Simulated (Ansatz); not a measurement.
# CH6Ge···AsH3: what the fields show

```xyz
12

Ge   -0.5548    0.5324    0.4703
H     0.8275    0.5485   -0.2107
H    -1.5086   -0.3157   -0.3894
H    -0.4122   -0.1281    1.8518
C    -1.2366    2.3545    0.6485
H     2.7314   -2.0978   -0.6425
As    1.3456   -2.7246   -0.6182
H    -1.3316    2.8208   -0.3328
H    -2.2167    2.3458    1.1267
H    -0.5580    2.9549    1.2556
H     1.0377   -2.2354   -2.0252
H     1.8760   -4.0552   -1.1341
```

The reactant side of a reaction path; geometry: PBE0-D4/def2-TZVP.

All numbers below come from Ansatz 0.2.0, RKS PBE0-D4/def2-TZVPP.

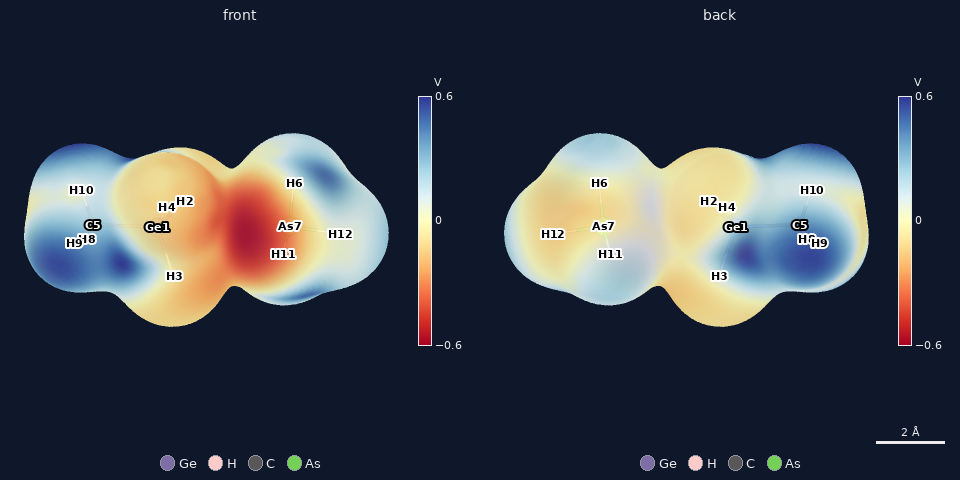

Figure 1. The electrostatic potential painted on the density surface at 0.001 e/bohr³, seen from the front and from behind; red is negative and blue positive.

Describe the electrostatic potential map.

The most negative region (about −0.6 V) lies over As7, the most positive (about +0.6 V) over Ge1, H8, H9 and H10.

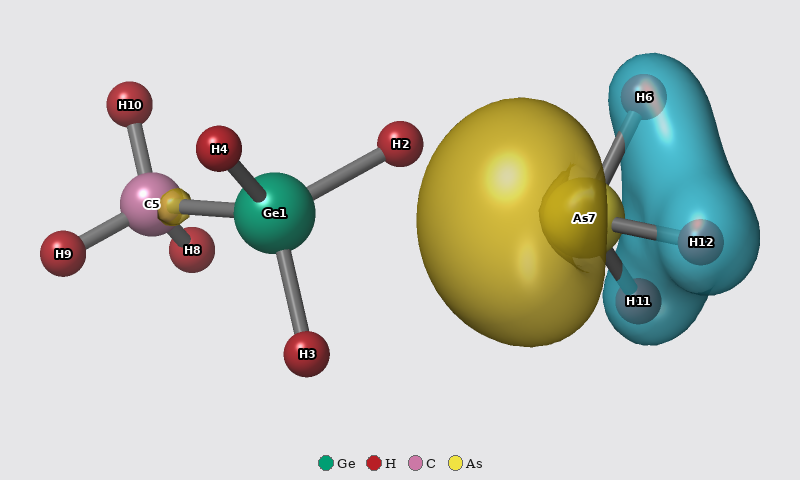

Figure 2. The HOMO at ±0.15 Å⁻³ᐟ² (yellow and cyan are the two phases), seen at a tilt.

Describe this orbital and give its energy.

It lies mainly on As7 (about 75 %), H12 (about 5 %), H6 (about 5 %) and H11 (about 5 %); largely a lone pair of As7. Its energy is −7.72 eV.

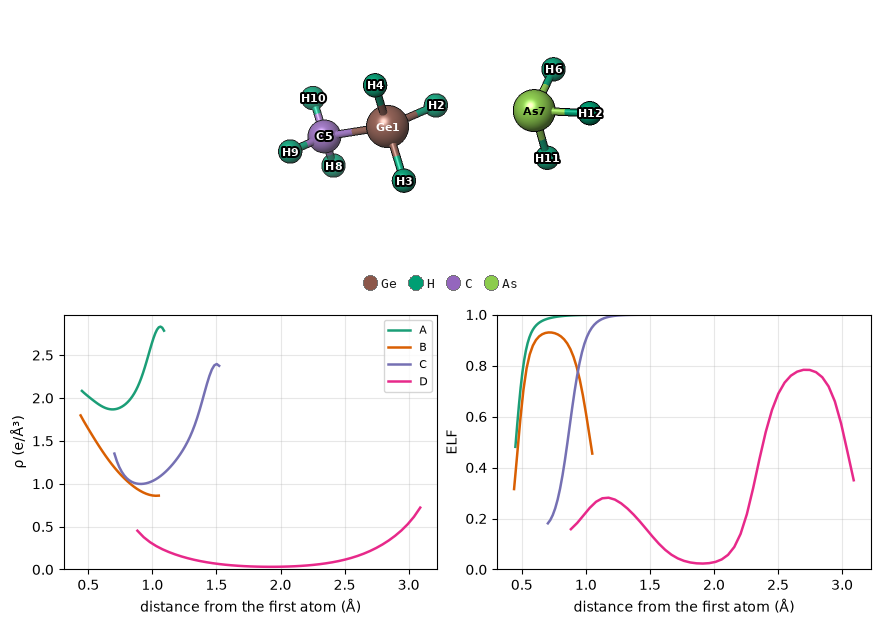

Figure 3. Total electron density and electron localisation function along straight lines between neighbouring atoms. The curves leave out the atomic cores. The structure is drawn too.

Which curve belongs to which contact (As–H, C–Ge, C–H and Ge–As)? The first atom named is at distance zero.

Curve A: C–H (1.09 Å): the density is about 2 e/Å³ at the midpoint; the ELF climbs to about 1 towards the hydrogen, as it does in any bond to H: an ordinary covalent bond to hydrogen. Curve B: C–Ge (1.95 Å): ρ at the midpoint is about 0.87 e/Å³; the ELF peaks at about 0.95 in the valence shell of C, 0.7 Å from its nucleus, and is about 0.70 at the midpoint. Curve C: As–H (1.52 Å): the density is about 1.1 e/Å³ at the midpoint; the ELF climbs to about 1 towards the hydrogen. Curve D: Ge1···As7 (3.92 Å): the density falls to about 0.03 e/Å³ on the way; the ELF dips to about 0 between them (a weak contact between the two molecules).
